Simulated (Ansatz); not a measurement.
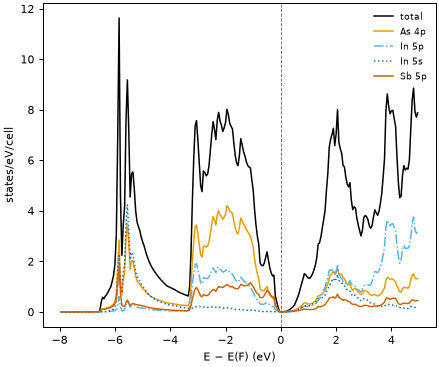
Total and projected density of states of In3GaSbAs3 in space group Pmm2 (No. 25; Pearson symbol oP8), PBE (plane waves, PAW; program Ansatz)

Which orbitals carry the states next to the Fermi level?

Within 0.5 eV of the Fermi level: As 4p 40 %, Sb 5p 37 %, In 5p 15 %. Projections are on Löwdin-orthogonalised atomic valence shells; empty p or d shells of many metals are not among them.

Where is the tallest occupied peak in this window, and what makes it?

Near -5.8 eV, about 12 states/eV per cell; the largest projected share is Ga 4s.

The start of the workflow was typed in or built on a structure type; neither database checked (COD, Materials Project) lists it. Its standing as an ambient phase is unchecked. The PBE relaxation kept the symmetry of its start; whether a distortion lowers the energy is not shown. Scalar-relativistic: spin–orbit coupling is off unless named, which matters more the heavier the elements.

Potentials: the earlier of the program's two PAW sets.
